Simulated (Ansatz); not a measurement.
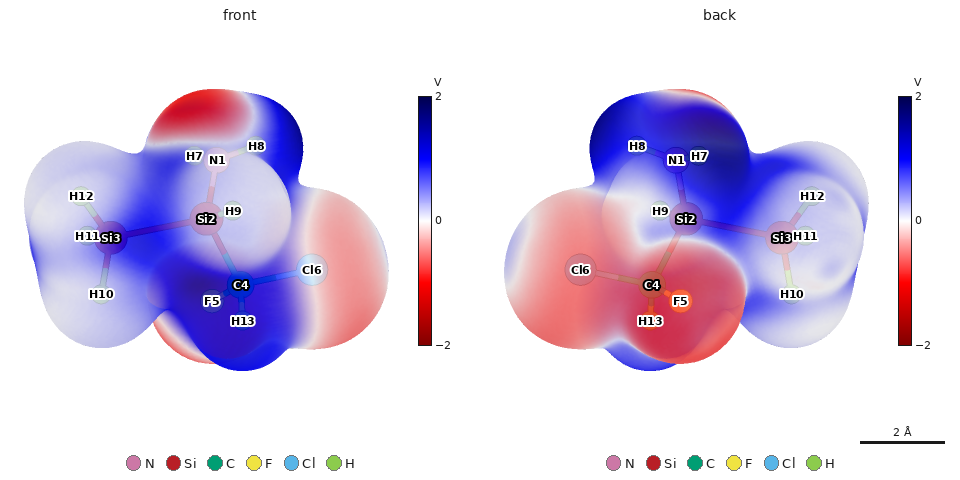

*CH$_{7}$ClFNSi$_{2}$. The electrostatic potential painted on the density surface at 0.002 e/bohr³, seen from the front and from behind; the colour scale runs from red (negative) to blue (positive).*

All numbers below come from RKS B3LYP-D4/def2-SVP (Ansatz 0.2.0).

```xyz
13

N    -1.0349   -1.2579    1.0267
Si   -0.0159    0.0905    0.6665
Si    1.8277   -0.6760   -0.5724
C    -0.8626    1.4333   -0.4281
F    -1.0277    0.9392   -1.7015
Cl   -2.4868    1.8385    0.2720
H    -1.2064   -1.9514    0.3044
H    -1.8762   -1.1040    1.5776
H     0.3538    0.7899    1.9296
H     2.5664    0.4813   -1.1595
H     1.3419   -1.5470   -1.6834
H     2.7646   -1.4634    0.2817
H    -0.3237    2.3923   -0.4987
```

Q: Which sites attract a positive test charge, and which a negative one?

A: A positive charge is drawn to the negative regions and a negative charge to the positive ones. The most negative region (about −1.0 V) lies over N1, the most positive (about +1.7 V) over H7 and H8. Cl6 shows a σ-hole: about +0.2 V at the tip opposite its bond, against about −0.3 V on its flanks. N1 is the likeliest acceptor of a hydrogen bond.
